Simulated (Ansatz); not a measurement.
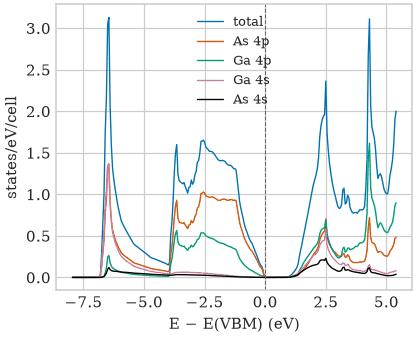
Fig. 1. Total and projected density of states of GaAs (zinc blende, space group No. 216), PBEsol (plane waves, PAW; program Ansatz)

Which orbitals carry the states next to the gap?

Top 1 eV of the valence band: As 4p 76 %, Ga 4p 21 %. Bottom 1 eV of the conduction band: Ga 4s 33 %, Ga 4p 25 %, As 4s 22 %, As 4p 17 %. Projections are on Löwdin-orthogonalised atomic valence shells; empty p or d shells of many metals are not among them.

Where is the tallest occupied peak in this window, and what makes it?

Near -6.4 eV, about 3.1 states/eV per cell; the largest projected share is As 4p.

Space group F-43m (zinc blende). The PBEsol relaxation kept the symmetry of its start. Spin–orbit coupling is left out wherever it is not named.

Potentials: the earlier of the program's two PAW sets. The files were generated under PBE; for other functionals the program regenerates the frozen cores, and for LDA and PBEsol the local potential too.
